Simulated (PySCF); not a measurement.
C₄H₁₅NOSi₃ (SMILES N[SiH2][SiH2]O[SiH]1CCCC1)

Input file:

```
{"job": {"kind": "nmr", "xc": "PBE0", "basis": "pcSseg-1"}, "charge": 0, "multiplicity": 1}
N      5.015538     0.447509     0.148998
Si     3.741936    -0.546277    -0.466189
Si     1.808389     0.538764     0.114000
O      0.642210    -0.470983    -0.421395
Si    -0.904696    -0.899413    -0.647359
C     -1.978670    -0.818764     0.920860
C     -3.258027    -0.119245     0.456450
C     -2.860533     0.993153    -0.511220
C     -1.951739     0.385423    -1.584646
H      5.967163     0.210500    -0.078789
H      4.974454     0.772018     1.101179
H      3.823903    -1.951511    -0.001296
H      4.054671    -0.615255    -1.902508
H      1.545602     1.849573    -0.501281
H      1.555428     0.742277     1.553489
H     -0.784485    -2.212514    -1.278606
H     -2.206628    -1.784448     1.367374
H     -1.489604    -0.219699     1.690712
H     -3.888173    -0.838641    -0.071923
H     -3.831379     0.276359     1.297551
H     -3.742083     1.465887    -0.949750
H     -2.308044     1.758364     0.038815
H     -2.563669    -0.100737    -2.344587
H     -1.373299     1.157424    -2.088856
```

Run with:

```sh
OMP_NUM_THREADS=1 python probes_run.py task.json out
```

Geometry: GFN2-xTB.

Computed with PBE0/pcSseg-1, SCF density, gas phase, non-relativistic in PySCF 2.14.0.

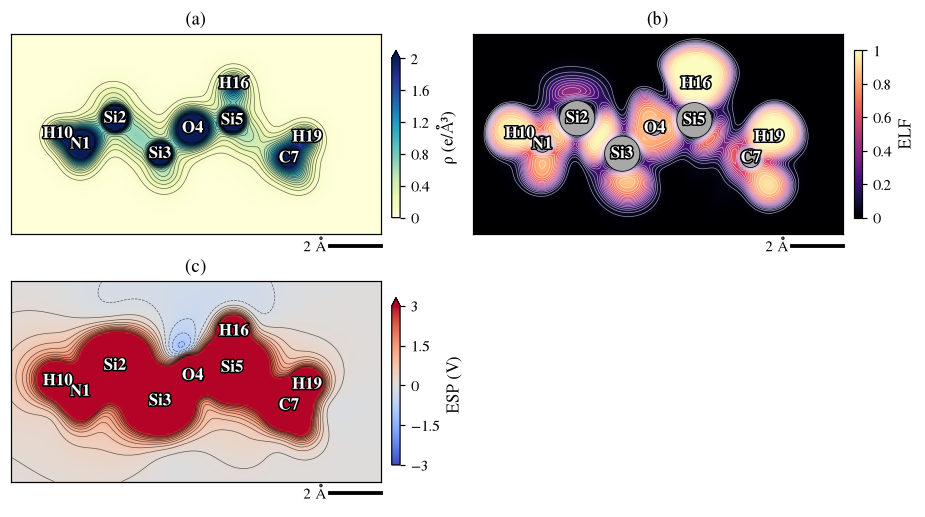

Figure 1. (a) total electron density; (b) ELF; (c) electrostatic potential on the plane of atoms Si2, N1 and H10. Grey discs cover the atomic cores in the ELF map.

Q: Interpret the plot.

A: Atoms in the plane: N, Si, O, C and H.
Si–O (1.62 Å): ρ is about 1.1 e/Å³ halfway; the ELF peaks at about 0.85 between the atoms; a short, strongly polar bond.
Si–N (1.73 Å): ρ is about 1.1 e/Å³ halfway; the ELF peaks at about 0.90 between the atoms: a shared but strongly polarised pair.
Si–Si (2.29 Å): ρ is about 0.72 e/Å³ halfway; the ELF peaks at about 1 between the atoms, as expected for a shared electron pair.
N–H (1.01 Å): ρ at the midpoint is about 2.8 e/Å³; the ELF climbs to about 1 towards the hydrogen, as it does in any bond to H: an ordinary covalent bond to hydrogen.
C–H (1.09 Å): ρ at the midpoint is about 2 e/Å³; the ELF climbs to about 1 towards the hydrogen: a covalent bond by its length.
The ELF also peaks beside O4, away from the bonds: lone-pair regions.
Outside the dense part of the molecule the potential is most negative (−1.0 V) near O4.

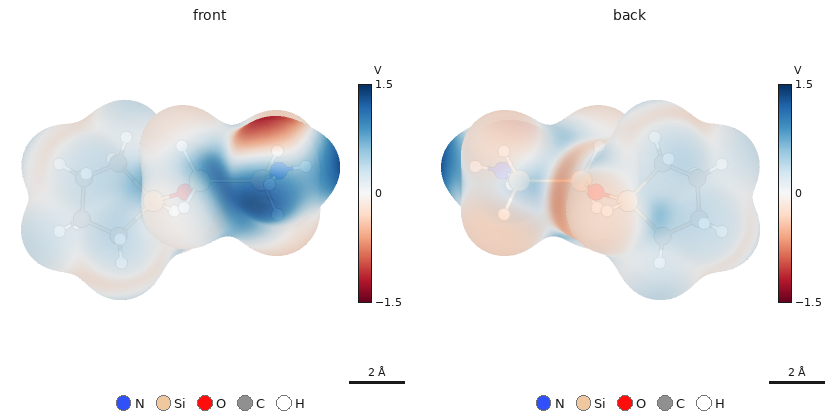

Figure 2. The electrostatic potential painted on the density surface at 0.001 e/bohr³, seen from the front and from behind; red is negative and blue positive.

Q: Describe the electrostatic potential map.

A: The most negative region (about −1.1 V) lies over N1, the most positive (about +1.3 V) over H10 and H11. N1 is the likeliest acceptor of a hydrogen bond.
